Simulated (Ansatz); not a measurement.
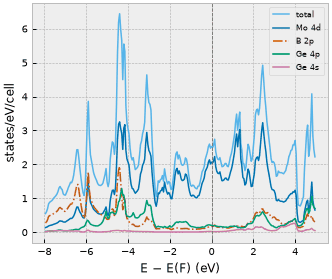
*Total and projected density of states of GeB$_{2}$Mo$_{2}$ in space group P-6m2 (No. 187; Mo on 2h, Ge on 1a, B on 1b, B on 1f), r²SCAN in the plane-wave PAW code Ansatz*

Problem. Which orbitals carry the states next to the Fermi level?

Solution. Within 0.5 eV of the Fermi level: Mo 4d 81 %, Ge 4p 8 %, B 2p 7 %. Projections are on Löwdin-orthogonalised atomic valence shells; empty p or d shells of many metals are not among them.

Problem. Where is the tallest occupied peak in this window, and what makes it?

Solution. Near -4.4 eV, about 6.4 states/eV per cell; the largest projected share is Mo 4d.

The start of the workflow was typed in or built on a structure type; neither database checked (COD, Materials Project) lists it. Whether it is the stable phase at ambient conditions was not checked. The r²SCAN relaxation kept the symmetry of its start; whether a distortion lowers the energy is not shown. The run is not spin-polarised. Spin–orbit coupling is left out wherever it is not named.

Potentials: the earlier of the program's two PAW sets. The files were generated under PBE; for other functionals the program regenerates the frozen cores, and for LDA and PBEsol the local potential too.
